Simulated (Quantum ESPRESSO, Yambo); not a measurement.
## MoS2 (P6_3/mmc): G0W0 in Yambo against the screening cutoff

Aim: move the screening cutoff of a G0W0 run on MoS2 (P6_3/mmc) over a wide range.

Program: Yambo 5.3.0. Level of theory: PBE and many-body steps on it, plane waves. Results are calculated unless marked as measured.

The database entry behind the starting cell differs from later determinations by our own check (about 0.3 % long), so it need not match the best structure at ambient conditions.

**1. Starting point**

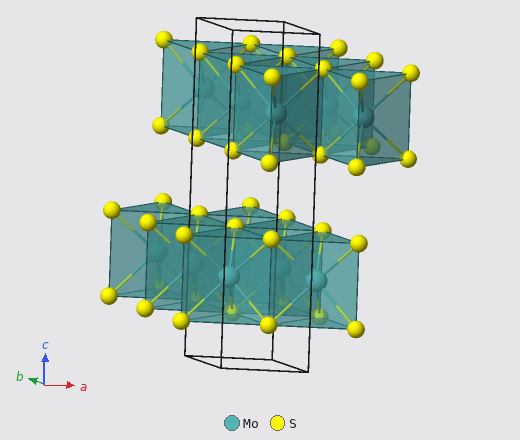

The starting structure, seen slightly off an axis (molybdenum teal, sulfur yellow). 2×3×1 cells are drawn. Some periodic images of atoms are drawn too.

Structure file:

```
Mo S
1.0
     3.16900    0.00000    0.00000
    -1.58450    2.74443    0.00000
     0.00000    0.00000   12.32400
Mo S
2 4
Direct
  0.33333 0.66667 0.25000
  0.66667 0.33333 0.75000
  0.33333 0.66667 0.62300
  0.66667 0.33333 0.12300
  0.33333 0.66667 0.87700
  0.66667 0.33333 0.37700
```

The cell and positions come from the Crystallography Open Database and are kept as given unless a step says otherwise.

**2. 2 Ha**

This step: Yambo 5.3.0; G0W0 on PBE, plane waves, norm-conserving pseudopotentials.

Now the one-shot GW correction: screening in the RPA, then the self-energy of the levels asked for.

Input file gw7.in:

```
HF_and_locXC
gw0
dyson
ppa
em1d
rim_cut
RandQpts= 1000000
RandGvec= 1 RL
EXXRLvcs= 72 Ry
VXCRLvcs= 288 Ry
Chimod= "HARTREE"
% BndsRnXp
 1 | 139 |
%
NGsBlkXp= 4 Ry
% LongDrXp
 1 | 1 | 1 |
%
% GbndRnge
 1 | 139 |
%
DysSolver= "n"
ExtendOut
PPAPntXp= 27.21138 eV
% QPkrange
 1 | 1 | 25 | 28 |
 9 | 9 | 25 | 28 |
 13 | 13 | 25 | 28 |
%
```

The run is started by

```bash
> OMP_NUM_THREADS=2 mpirun -n 4 yambo -F gw7.in -J gw7 -C gw7 > gw7.log
```

Log:

```text
 Yambo, version 5.3.0

 [02] CORE Variables Setup
 =========================

  [... cell, symmetries and grids as in the set-up ...]

  [02.05] Energies & Occupations
  ==============================

  [X] === General ===
  [X] Electronic Temperature                        :  0.000000  0.000000 [eV K]
  [X] Bosonic    Temperature                        :  0.000000  0.000000 [eV K]
  [X] Finite Temperature mode                       : no
  [X] El. density                                   :  0.48515E+24 [cm-3]
  [X] Fermi Level                                   :  10.99216 [eV]

  [X] === Gaps and Widths ===
  [X] Conduction Band Min                           :  0.888808 [eV]
  [X] Valence Band Max                              :  0.000000 [eV]
  [X] Filled Bands                                  :  26
  [X] Empty Bands                                   :    27   473
  [X] Direct Gap                                    :  1.653898 [eV]
  [X] Direct Gap localized at k                     :  13
  [X] Indirect Gap                                  :  0.888808 [eV]
  [X] Indirect Gap between kpts                     :   1   9
  [X] Last valence band width                       :  1.613810 [eV]
  [X] 1st conduction band width                     :  1.216218 [eV]

 [03] Transferred momenta grid and indexing
 ==========================================

 IBZ Q-points                                      :  14
 BZ  Q-points                                      :   72

 K/Q-points units:
 rlu = crystal or reduced units; cc = cartesian coordinates; iku = interal k-units

 Q [ 1]         [rlu]:  0.000000  0.000000  0.000000
 Q [ 2]         [rlu]:  0.000000  0.000000 -0.500000
 Q [ 3]         [rlu]: -0.39822E-17  0.16667       0.0000
 Q [ 4]         [rlu]: -0.39822E-17  0.16667     -0.50000
 Q [ 5]         [rlu]: -0.79644E-17  0.33333       0.0000
 Q [ 6]         [rlu]: -0.79644E-17  0.33333     -0.50000
 Q [ 7]         [rlu]:  0.11947E-16 -0.50000       0.0000
 Q [ 8]         [rlu]:  0.11947E-16 -0.50000     -0.50000
 Q [ 9]         [rlu]:  0.166667  0.166667  0.000000
 Q [10]         [rlu]:  0.166667  0.166667 -0.500000
 Q [11]         [rlu]:  0.166667  0.333333  0.000000
 Q [12]         [rlu]:  0.166667  0.333333 -0.500000
 Q [13]         [rlu]:  0.333333  0.333333  0.000000
 Q [14]         [rlu]:  0.333333  0.333333 -0.500000

 [04] Coloumb potential Random Integration (RIM)
 ===============================================

  [04.01] RIM initialization
  ==========================

  * Diagonal components only detected *

  8 x (sBL volume)        :  0.038104 [a.u.]
  sBZ random points       :  1000000
  Points outside the sBZ  :   7994252
  RL volume               :  0.342938 [a.u.]
  Integrated volume       :  0.343185 [a.u.]

  [04.02] RIM integrals
  =====================

  Gamma point sphere radius             :  0.061039 [a.u.]
  Points outside the sphere             :   799440
  [Int_sBZ(q=0) 1/q^2]*(Vol_sBZ)^(-1/3) =:  7.614149
                                 should be <:  7.795600

  Summary of Coulomb integrals for non-metallic bands |Q|[au] RIM/Bare

  Q [1] 0.100000E-4 0.976724 * Q [2] 0.134896 0.909773
  Q [3] 0.201919 1.106674 * Q [4] 0.242834 1.050517
  Q [9] 0.349734 1.035767 * Q [10] 0.374847 1.026735
  Q [5] 0.403838 1.026483 * Q [6] 0.425772 1.021260
  Q [11] 0.534227 1.015464 * Q [12] 0.550995 1.013641
  Q [7] 0.605757 1.012041 * Q [8] 0.620595 1.010959
  Q [13] 0.699467 1.009340 * Q [14] 0.712356 1.008709

 [WARNING] [Xp] User bands 1-139 break level degeneracy

 [05] Dipoles
 ============

  [05.01] Setup: observables and procedures
  =========================================

  [WARNING] [x,Vnl] slows the Dipoles computation. To neglect it rename the ns.kb_pp file

 [06] Dynamic Dielectric Matrix (PPA)
 ====================================

 [WR./gw7//ndb.pp]---------------------------------------------------------------
  Brillouin Zone Q/K grids (IBZ/BZ)                :   14   72   14   72
  RL vectors                                       :   9289 [WF]
  Coulomb cutoff potential                         : none
  Electronic Temperature                           :  0.000000 [K]
  Bosonic    Temperature                           :  0.000000 [K]
  PPA    diel. fun.  energies                      : Perdew, Burke & Ernzerhof(X)+Perdew, Burke & Ernzerhof(C)
  wavefunctions                                    : Perdew, Burke & Ernzerhof(X)+Perdew, Burke & Ernzerhof(C)
  Global Gauge                                     : length
  X matrix size                                    :   93
  X band range                                     :    1  139
  X e/h energy range                               : -1.000000 -1.000000 [eV]
  X Time ordering                                  : R
  X Hxc Kernel                                     : HARTREE
  X Drude frequency                                :  0.000000  0.000000
  X poles                                          :  100.0000 [o/o]
  RL vectors in the sum                            :   9289
  [r,Vnl] included                                 : yes
  Field direction                                  :  0.577350E-5  0.577350E-5  0.577350E-5
  BZ energy Double Grid                            : no
  BZ energy DbGd points                            : 0
  BZ Q point size factor                           : -1.000000
  X Optical Averaged directions                    : none

 [07] Local Exchange-Correlation + Non-Local Fock
 ================================================

 [VXC] Plane waves :   59645
 [EXS] Plane waves :   7461

 QP @ state[ 1 ] K range:  1  1
 QP @ state[ 1 ] b range:  25  28
 QP @ state[ 2 ] K range:   9   9
 QP @ state[ 2 ] b range:  25  28
 QP @ state[ 3 ] K range:  13  13
 QP @ state[ 3 ] b range:  25  28

 [xc] Functional : Perdew, Burke & Ernzerhof(X)+Perdew, Burke & Ernzerhof(C)
 [xc] LIBXC used to calculate xc functional
  PP Number of Atomic Species                      :  2
  NLCC RL compoments                               :   59645
  PP Number of Atomic Species                      :  2
  NLCC RL compoments                               :   59645

 [xc] E_xc :  -24.88331 [Ha]
      E_xc :  -49.76663 [Ry]

  Local XC kind (lXC) : Perdew, Burke & Ernzerhof(X)+Perdew, Burke & Ernzerhof(C)
  Non-Local XC kind (nlXC) : Hartree-Fock

  Corrections @ K [1] :  [eV]
 <25|nlXC|25> = -16.53592  0.81480E-17 <25|lXC|25> = -15.41329 -0.23602E-16
 <26|nlXC|26> = -16.96836 -0.62337E-18 <26|lXC|26> = -16.39175 -0.18882E-15
 <27|nlXC|27> = -11.21797  0.75091E-18 <27|lXC|27> = -15.68152  0.000000
 <28|nlXC|28> = -11.21809  0.18998E-18 <28|lXC|28> = -15.68152  0.000000

  Corrections @ K [9] :  [eV]
 <25|nlXC|25> = -17.37658  0.29490E-17 <25|lXC|25> = -16.02372 -0.11801E-15
 <26|nlXC|26> = -17.45280 -0.49819E-17 <26|lXC|26> = -16.15519  0.000000
[...]
Corrections @ K [13] :  [eV]
[...]
<26|nlXC|26> = -16.95866  0.11179E-16 <26|lXC|26> = -16.51729  0.14751E-17
 <27|nlXC|27> = -13.42782 -0.36231E-17 <27|lXC|27> = -17.61132  0.000000
 <28|nlXC|28> = -13.42782 -0.12641E-17 <28|lXC|28> = -17.61132 -0.15341E-15

 [08] Dyson equation: Newton solver
 ==================================

  [08.01] G0W0 (W PPA)
  ====================

  [  GW  ] Bands range     :    1  139
  [GW/PPA] G damping       :  0.100000 [eV]

  QP @ state[ 1 ] K range:  1  1
  QP @ state[ 1 ] b range:  25  28
  QP @ state[ 2 ] K range:   9   9
  QP @ state[ 2 ] b range:  25  28
  QP @ state[ 3 ] K range:  13  13
  QP @ state[ 3 ] b range:  25  28

   Sc/G bands                                       :    1  139
   Sc/G damping                                     :  0.100000 ev
   Sc bands terminator                              : no
   Sx RL components                                 :   7461

   QP @ state[ 1 ] K range                          :  1  1
   QP @ state[ 1 ] b range                          :  25  28
   QP @ state[ 2 ] K range                          :   9   9
   QP @ state[ 2 ] b range                          :  25  28
   QP @ state[ 3 ] K range                          :  13  13
   QP @ state[ 3 ] b range                          :  25  28
   GF energies kind                                 : Perdew, Burke & Ernzerhof(X)+Perdew, Burke & Ernzerhof(C)
   GF WF`s kind                                     : Perdew, Burke & Ernzerhof(X)+Perdew, Burke & Ernzerhof(C)
   Xs energies kind                                 : Perdew, Burke & Ernzerhof(X)+Perdew, Burke & Ernzerhof(C)
   Xs WF`s kind                                     : Perdew, Burke & Ernzerhof(X)+Perdew, Burke & Ernzerhof(C)

 [11] Game Over & Game summary
```

Wall time 2.9 min (4 MPI ranks of Arm Neoverse V2, shared host); peak memory 3.8 GiB.

Numbers from this step:

| Property | Result |
| --- | --- |
| G0W0 gap on the points computed | 1.127 eV |
| starting gap on the mesh | 0.8888 eV |
| k of the valence top | 0, 0, 0 |
| k of the conduction bottom | 0.1667, 0.1667, 0 |
| least direct G0W0 gap on the computed points | 2.235 eV |
| Z at the valence top | 0.7885 |
| Z at the conduction bottom | 0.7947 |

The gap on the mesh goes from 0.89 eV to 1.13 eV, a correction of +0.24 eV.

**3. 3 Ha**

gw8.in, as its differences from gw7.in of step 2:

```diff
@@ -14,3 +14,3 @@
 %
-NGsBlkXp= 4 Ry
+NGsBlkXp= 6 Ry
 % LongDrXp
```

The run is started by

```bash
> OMP_NUM_THREADS=2 mpirun -n 4 yambo -F gw8.in -J gw8 -C gw8 > gw8.log
```

Log:

```text
 Yambo, version 5.3.0

 [02] CORE Variables Setup
 =========================

  [... cell, symmetries and grids as in the set-up ...]

  [02.05] Energies & Occupations
  ==============================

  [X] === General ===
  [X] Electronic Temperature                        :  0.000000  0.000000 [eV K]
  [X] Bosonic    Temperature                        :  0.000000  0.000000 [eV K]
  [X] Finite Temperature mode                       : no
  [X] El. density                                   :  0.48515E+24 [cm-3]
  [X] Fermi Level                                   :  10.99216 [eV]

  [X] === Gaps and Widths ===
  [X] Conduction Band Min                           :  0.888808 [eV]
  [X] Valence Band Max                              :  0.000000 [eV]
  [X] Filled Bands                                  :  26
  [X] Empty Bands                                   :    27   473
  [X] Direct Gap                                    :  1.653898 [eV]
  [X] Direct Gap localized at k                     :  13
  [X] Indirect Gap                                  :  0.888808 [eV]
  [X] Indirect Gap between kpts                     :   1   9
  [X] Last valence band width                       :  1.613810 [eV]
  [X] 1st conduction band width                     :  1.216218 [eV]

 [03] Transferred momenta grid and indexing
 ==========================================

 IBZ Q-points                                      :  14
 BZ  Q-points                                      :   72

 K/Q-points units:
 rlu = crystal or reduced units; cc = cartesian coordinates; iku = interal k-units

 Q [ 1]         [rlu]:  0.000000  0.000000  0.000000
 Q [ 2]         [rlu]:  0.000000  0.000000 -0.500000
 Q [ 3]         [rlu]: -0.39822E-17  0.16667       0.0000
[...]
Local XC kind (lXC) : Perdew, Burke & Ernzerhof(X)+Perdew, Burke & Ernzerhof(C)
  Non-Local XC kind (nlXC) : Hartree-Fock

  Corrections @ K [1] :  [eV]
 <25|nlXC|25> = -16.53592  0.81480E-17 <25|lXC|25> = -15.41329 -0.23602E-16
 <26|nlXC|26> = -16.96836 -0.62337E-18 <26|lXC|26> = -16.39175 -0.18882E-15
 <27|nlXC|27> = -11.21797  0.75091E-18 <27|lXC|27> = -15.68152  0.000000
[...]
Corrections @ K [9] :  [eV]
[...]
Corrections @ K [13] :  [eV]
[...]
<27|nlXC|27> = -13.42782 -0.36231E-17 <27|lXC|27> = -17.61132  0.000000
 <28|nlXC|28> = -13.42782 -0.12641E-17 <28|lXC|28> = -17.61132 -0.15341E-15

 [08] Dyson equation: Newton solver
 ==================================

  [08.01] G0W0 (W PPA)
  ====================

  [  GW  ] Bands range     :    1  139
  [GW/PPA] G damping       :  0.100000 [eV]

  QP @ state[ 1 ] K range:  1  1
  QP @ state[ 1 ] b range:  25  28
  QP @ state[ 2 ] K range:   9   9
  QP @ state[ 2 ] b range:  25  28
  QP @ state[ 3 ] K range:  13  13
  QP @ state[ 3 ] b range:  25  28

   Sc/G bands                                       :    1  139
   Sc/G damping                                     :  0.100000 ev
   Sc bands terminator                              : no
   Sx RL components                                 :   7461

   QP @ state[ 1 ] K range                          :  1  1
   QP @ state[ 1 ] b range                          :  25  28
   QP @ state[ 2 ] K range                          :   9   9
   QP @ state[ 2 ] b range                          :  25  28
   QP @ state[ 3 ] K range                          :  13  13
   QP @ state[ 3 ] b range                          :  25  28
   GF energies kind                                 : Perdew, Burke & Ernzerhof(X)+Perdew, Burke & Ernzerhof(C)
   GF WF`s kind                                     : Perdew, Burke & Ernzerhof(X)+Perdew, Burke & Ernzerhof(C)
   Xs energies kind                                 : Perdew, Burke & Ernzerhof(X)+Perdew, Burke & Ernzerhof(C)
   Xs WF`s kind                                     : Perdew, Burke & Ernzerhof(X)+Perdew, Burke & Ernzerhof(C)

 [11] Game Over & Game summary
```

It took 3.4 min on 4 MPI ranks; peak memory 3.7 GiB; 24 min of CPU time.

This step gave:

* G0W0 gap on the points computed: 1.209 eV
* starting gap on the mesh: 0.8888 eV
* k of the valence top: 0, 0, 0
* k of the conduction bottom: 0.1667, 0.1667, 0
* least direct G0W0 gap on the computed points: 2.200 eV
* Z at the valence top: 0.7831
* Z at the conduction bottom: 0.7907

Against the run before, the gap moves by +0.082 eV.

**4. 6 Ha**

gw9.in, as its differences from gw8.in of step 3:

```diff
@@ -14,3 +14,3 @@
 %
-NGsBlkXp= 6 Ry
+NGsBlkXp= 12 Ry
 % LongDrXp
```

The run is started by

```bash
> OMP_NUM_THREADS=2 mpirun -n 4 yambo -F gw9.in -J gw9 -C gw9 > gw9.log
```

Log:

```text
 Yambo, version 5.3.0

 [02] CORE Variables Setup
 =========================

  [... cell, symmetries and grids as in the set-up ...]

  [02.05] Energies & Occupations
  ==============================

  [X] === General ===
  [X] Electronic Temperature                        :  0.000000  0.000000 [eV K]
  [X] Bosonic    Temperature                        :  0.000000  0.000000 [eV K]
  [X] Finite Temperature mode                       : no
  [X] El. density                                   :  0.48515E+24 [cm-3]
[...]
QP @ state[ 2 ] b range                          :  25  28
   QP @ state[ 3 ] K range                          :  13  13
   QP @ state[ 3 ] b range                          :  25  28
   GF energies kind                                 : Perdew, Burke & Ernzerhof(X)+Perdew, Burke & Ernzerhof(C)
   GF WF`s kind                                     : Perdew, Burke & Ernzerhof(X)+Perdew, Burke & Ernzerhof(C)
   Xs energies kind                                 : Perdew, Burke & Ernzerhof(X)+Perdew, Burke & Ernzerhof(C)
   Xs WF`s kind                                     : Perdew, Burke & Ernzerhof(X)+Perdew, Burke & Ernzerhof(C)

 [11] Game Over & Game summary
```

Elapsed: 8 min, on 4 MPI ranks; peak memory 3.7 GiB; 59 min of CPU time.

Numbers from this step:

- G0W0 gap on the points computed: 1.260 eV
- starting gap on the mesh: 0.8888 eV
- k of the valence top: 0, 0, 0
- k of the conduction bottom: 0.1667, 0.1667, 0
- least direct G0W0 gap on the computed points: 2.236 eV

Against the run before, the gap moves by +0.051 eV.

**5. 7.5 Ha**

gw10.in, as its differences from gw9.in of step 4:

```diff
@@ -14,3 +14,3 @@
 %
-NGsBlkXp= 12 Ry
+NGsBlkXp= 15 Ry
 % LongDrXp
```

The run is started by

```bash
> OMP_NUM_THREADS=2 mpirun -n 4 yambo -F gw10.in -J gw10 -C gw10 > gw10.log
```

Log:

```text
 Yambo, version 5.3.0

 [02] CORE Variables Setup
 =========================

  [... cell, symmetries and grids as in the set-up ...]

  [02.05] Energies & Occupations
  ==============================

  [X] === General ===
  [X] Electronic Temperature                        :  0.000000  0.000000 [eV K]
  [X] Bosonic    Temperature                        :  0.000000  0.000000 [eV K]
  [X] Finite Temperature mode                       : no
  [X] El. density                                   :  0.48515E+24 [cm-3]
[...]
QP @ state[ 2 ] b range                          :  25  28
   QP @ state[ 3 ] K range                          :  13  13
   QP @ state[ 3 ] b range                          :  25  28
   GF energies kind                                 : Perdew, Burke & Ernzerhof(X)+Perdew, Burke & Ernzerhof(C)
   GF WF`s kind                                     : Perdew, Burke & Ernzerhof(X)+Perdew, Burke & Ernzerhof(C)
   Xs energies kind                                 : Perdew, Burke & Ernzerhof(X)+Perdew, Burke & Ernzerhof(C)
   Xs WF`s kind                                     : Perdew, Burke & Ernzerhof(X)+Perdew, Burke & Ernzerhof(C)

 [11] Game Over & Game summary
```

Run time: 13 min. Hardware: 4 MPI ranks; peak memory 3.7 GiB; 1.6 h of CPU time.

This step gave:

```
G0W0 gap on the points computed              : 1.267 eV
starting gap on the mesh                     : 0.8888 eV
k of the valence top                         : 0, 0, 0
k of the conduction bottom                   : 0.1667, 0.1667, 0
least direct G0W0 gap on the computed points : 2.237 eV
```

Against the run before, the gap moves by +0.007 eV.

**6. The runs together**

Times are wall times on 4 MPI ranks of Arm Neoverse V2, shared host, good to a factor of about two.

| run | mesh | bands | screening cutoff (eV) | DFT gap (eV) | gap on the mesh (eV) | direct (eV) | time |
| --- | --- | --- | --- | --- | --- | --- | --- |
| 2 Ha | 6×6×2 | 139 | 54.4 | 0.889 | 1.127 | 2.235 | 2.9 min |
| 3 Ha | 6×6×2 | 139 | 81.6 | 0.889 | 1.209 | 2.200 | 3.4 min |
| 6 Ha | 6×6×2 | 139 | 163.3 | 0.889 | 1.260 | 2.236 | 8 min |
| 7.5 Ha | 6×6×2 | 139 | 204.1 | 0.889 | 1.267 | 2.237 | 13 min |

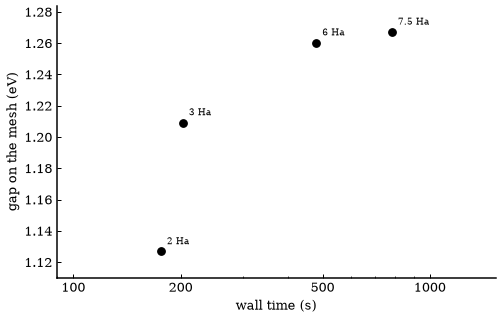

Result against wall time.

**7. Summary of results**

- 2 Ha: 1.127 eV
- 3 Ha: 1.209 eV
- 6 Ha: 1.260 eV
- 7.5 Ha: 1.267 eV
- known limits: not at the basis limit; no spin-orbit coupling; coarse k mesh

**Reading.** The setting moved: screening cutoff. From 2 Ha to 7.5 Ha the gap moves by +0.14 eV, for 4.4 times the time. It holds to 0.03 eV from 6 Ha on. Bands and screening cutoff are coupled, so a series along one setting does not show full convergence. Bands and cutoff are finite, so the gap is not at the basis limit. The miss can reach some tenths of an eV and take either sign; the mesh is an error of its own. In the G0W0 runs levels were corrected at 3 k points alone, so a gap called «on the mesh» is the least over those, and an edge elsewhere would be missed. The 6×6×2 mesh is coarse for this cell, which bears on the long-range parts of exchange and screening. The many-body steps are scalar-relativistic: spin-orbit coupling is not in them.

[Paths, hosts, dates, memory and timing lines, banners, echoed tables and standing remarks are left out of the program output.]

[Logs are printed without paths, hosts, clocks, repeated set-up lines and the standing remarks that a program may print on its own settings, such as how far it seeks lower states.]

[Runs of the session that timed out or met a known fault of the program may be left out.]

[Hosts, paths, dates, database ids (printed as entryN), source tags and the programs' standing remarks are cut or masked in the printed files.]
